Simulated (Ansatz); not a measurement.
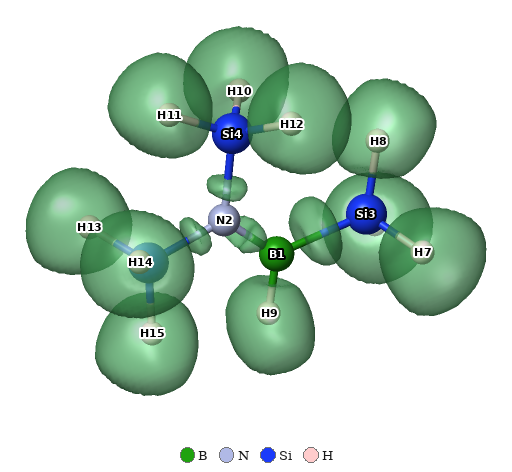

Figure. BH10NSi3. Isosurface of the ELF at 0.85 (green), seen at a tilt. Core shells and regions of very low density are left out.

Geometry: r2SCAN-D4/def2-SVP.

Level of theory: isolated molecule in a Gaussian basis; Kohn-Sham density functional theory, functional PBE0 (Ansatz).

| atom | x (Å) | y (Å) | z (Å) |
| --- | --- | --- | --- |
| B | -0.2666 | -0.6352 | 0.4257 |
| N | 0.4554 | 0.1617 | -0.4996 |
| Si | -0.5779 | -2.6423 | 0.3237 |
| Si | 1.2122 | -0.5711 | -1.9368 |
| Si | 0.6332 | 1.9161 | -0.2534 |
| H | -2.0521 | -2.9113 | 0.3675 |
| H | 0.0204 | -3.2896 | 1.5369 |
| H | -0.0279 | -3.3495 | -0.8779 |
| H | -0.7597 | -0.0856 | 1.3923 |
| H | 0.1799 | -1.1743 | -2.8247 |
| H | 1.9064 | 0.5344 | -2.6618 |
| H | 2.2080 | -1.6030 | -1.5354 |
| H | 0.0799 | 2.6436 | -1.4342 |
| H | 2.0812 | 2.2616 | -0.1348 |
| H | -0.0953 | 2.3032 | 0.9827 |

Question: Describe the localisation domains.

Answer: The surface consists of one region between bonded B–N atoms (shared pairs), one region between bonded B–Si atoms (shared pairs), two regions between bonded N–Si atoms (shared pairs) and ten regions around hydrogen nuclei. Along the contacts the grid gives the following. B–N (1.42 Å): the ELF peaks at about 0.90 between the atoms, as expected for a short, strongly polar bond. Si–N (1.78 Å): the ELF peaks at about 0.95 between the atoms: a polar covalent bond.
